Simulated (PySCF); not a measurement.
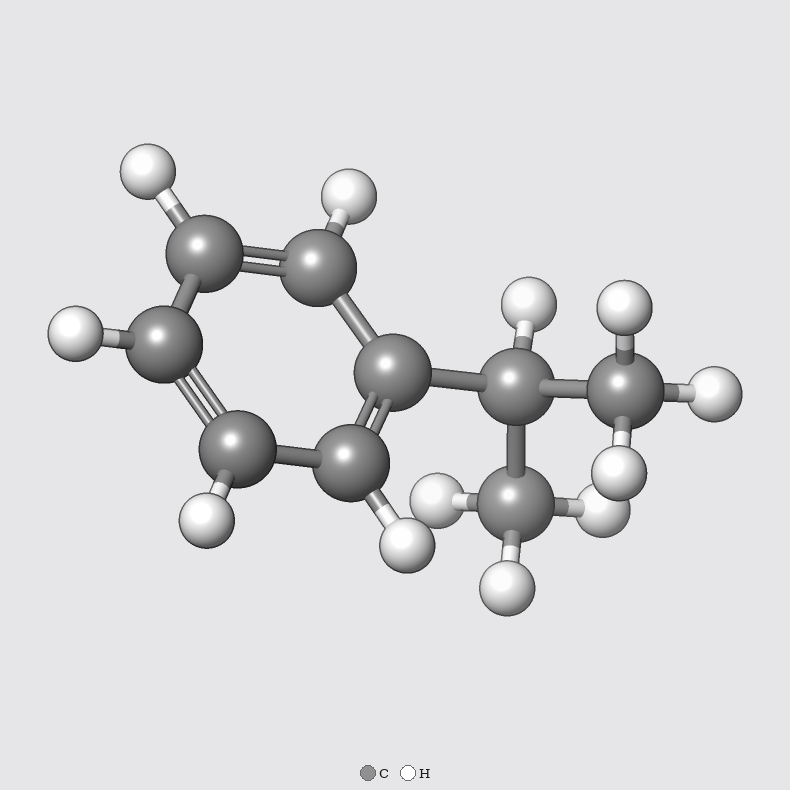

Rendered structure (ball-and-stick style). Multiple sticks mark multiple bonds (one Kekulé form).

Computed geometry: GFN2-xTB optimisation. No frequency run is at hand to confirm it as a minimum.

> Give the formula.

C9H12, 21 atoms: 9 carbon and 12 hydrogen.

> Count the bonded pairs by element.

12 C–H, 9 C–C.

> Describe its rings.

Independent rings (smallest set): 1 of 6 members, 1 of them aromatic.

More results for the same structure follow; atom numbers are the same in all pictures, views and colours differ.

## Geometry

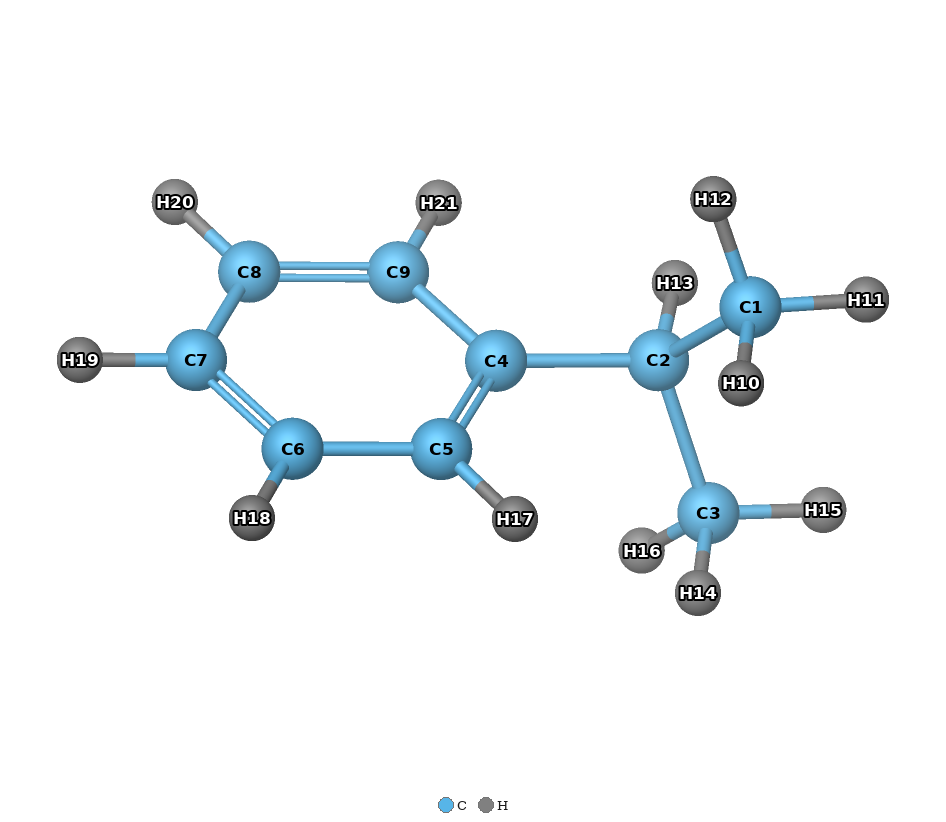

Atoms carry their numbers in the input. No frequency run is at hand to confirm it as a minimum.

> What is the geometry at C9?

C9 has 3 neighbours (C4 at 1.39, C8 at 1.38, H21 at 1.08 Å); the arrangement is trigonal planar.

> Describe the coordination of atom 2.

C2 has 4 neighbours (C1 at 1.53, C3 at 1.53, C4 at 1.51, H13 at 1.10 Å); the arrangement is tetrahedral.

> Describe the coordination of atom 5.

C5 has 3 neighbours (C4 at 1.39, C6 at 1.38, H17 at 1.08 Å); the arrangement is trigonal planar.

> How are the neighbours of atom 7 arranged?

C7 has 3 neighbours (C6 at 1.38, C8 at 1.38, H19 at 1.08 Å); the arrangement is trigonal planar.

> What is the dihedral angle C3–C2–C4–C9?

118° in size, that is anticlinal.

## NMR shielding

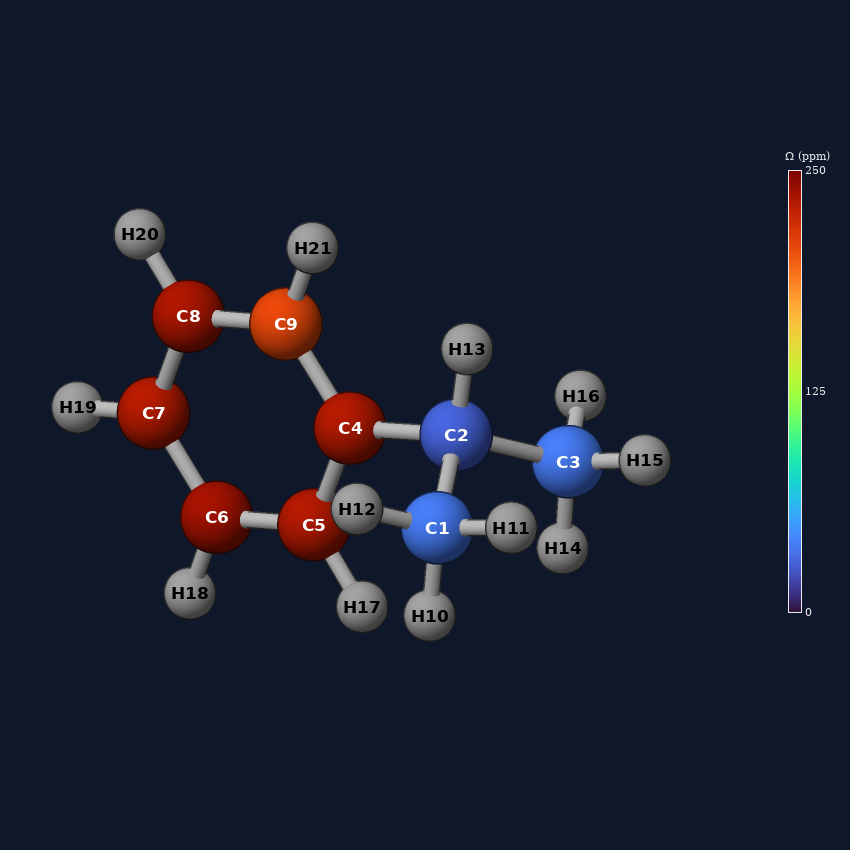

The C atoms are coloured by the span of their shielding tensor. No frequency run is at hand to confirm it as a minimum. Method: GIAO PBE0/pcSseg-1 NMR shielding, non-relativistic, gas phase (PySCF 2.14.0). Principal shieldings σ11 ≤ σ22 ≤ σ33, span Ω = σ33 − σ11, skew κ = 3(σiso − σ22)/Ω.

Give the shielding tensors of the C atoms.

```tsv
atom	σ11	σ22	σ33	σiso	Ω	κ
C1, C3	145.4	151.0	182.7	159.7	37.3	0.70
C2	133.4	143.6	162.4	146.5	29.0	0.30
C4	−59.8	−18.0	172.5	31.6	232.4	0.64
C5	−51.2	40.7	181.1	56.9	232.3	0.21
C6	−58.9	39.6	177.6	52.8	236.4	0.17
C7	−53.2	41.4	177.9	55.4	231.1	0.18
C8	−57.7	39.6	176.3	52.7	233.9	0.17
C9	−49.6	51.4	158.4	53.4	208.0	0.03
```

Shieldings and span in ppm.

## Charges

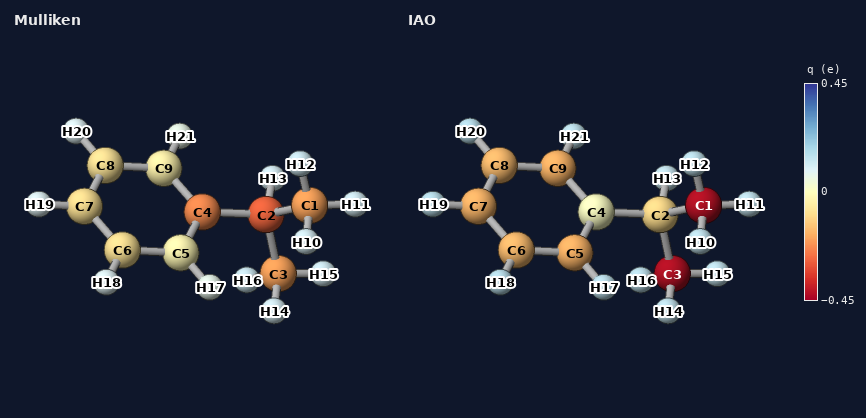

Atomic charges of one calculation by 2 schemes, on one colour scale. No frequency run is at hand to confirm it as a minimum. Computed with PBE0/pcSseg-1 (PySCF 2.14.0).

> Which scheme gives the most polar picture (largest mean size of the charges)?

The IAO charges are the largest in size here.

> On which atom do the schemes disagree most?

On C1 (from −0.41 to −0.19 e); C3 (from −0.41 to −0.19 e); C4 (from −0.22 to 0.01 e).

List the charges (e), one line for each set of equivalent atoms.

| atom | Mulliken | IAO |
| --- | --- | --- |
| C1, C3 | −0.19 | −0.41 |
| C2 | −0.28 | −0.09 |
| C4 | −0.22 | 0.01 |
| C5 | −0.02 | −0.16 |
| C6 | −0.07 | −0.15 |
| C7 | −0.08 | −0.16 |
| C8 | −0.07 | −0.15 |
| C9 | −0.03 | −0.16 |
| H10, H14 | 0.11 | 0.13 |
| H11, H15 | 0.11 | 0.14 |
| H12, H16 | 0.12 | 0.14 |
| H13 | 0.10 | 0.13 |
| H17 | 0.07 | 0.14 |
| H18 | 0.09 | 0.15 |
| H19 | 0.09 | 0.15 |
| H20 | 0.09 | 0.15 |
| H21 | 0.07 | 0.14 |

## Ring current

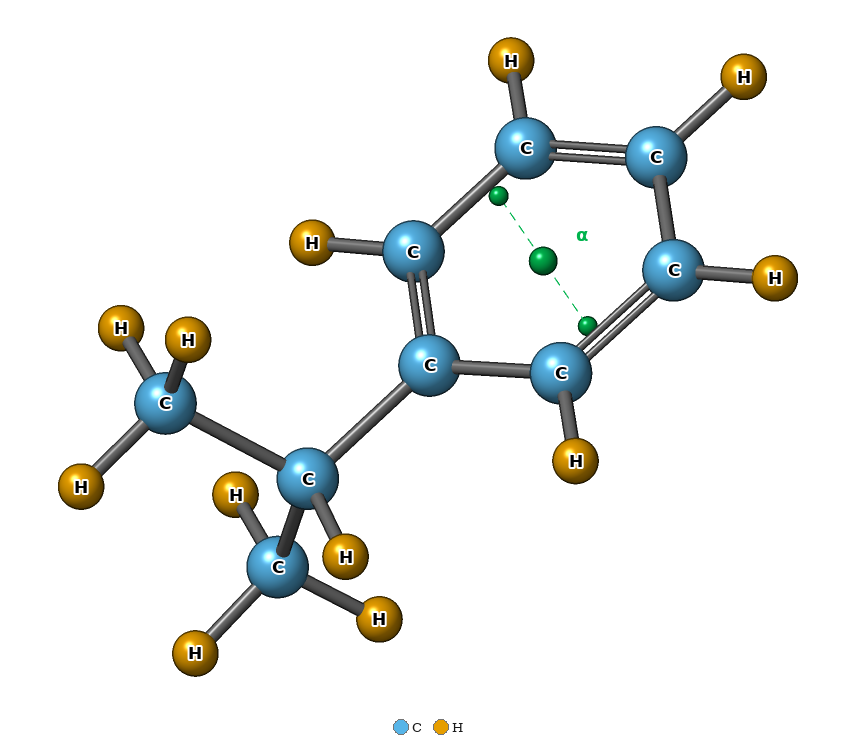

The small points mark where nucleus-independent chemical shifts (NICS) were computed: at the centre of each lettered ring and 1 Å above and below it. No frequency run is at hand to confirm it as a minimum. Method: GIAO PBE0/pcSseg-1 NMR shielding, non-relativistic, gas phase (PySCF 2.14.0).

Give NICS(0), NICS(1) and the out-of-plane component NICS(1)zz for each ring (means of the two sides).

```json
{"ring": "α", "members": "C6", "NICS(0)": "−8.7", "NICS(1)": "−11.4", "NICS(1)zz": "−28.5"}
```

Values in ppm.

> What do the values say about the ring currents?

Ring α: diatropic, as in an aromatic ring. NICS is one index among several.

Mulliken values depend strongly on the basis set and can even reverse the polarity of a bond.
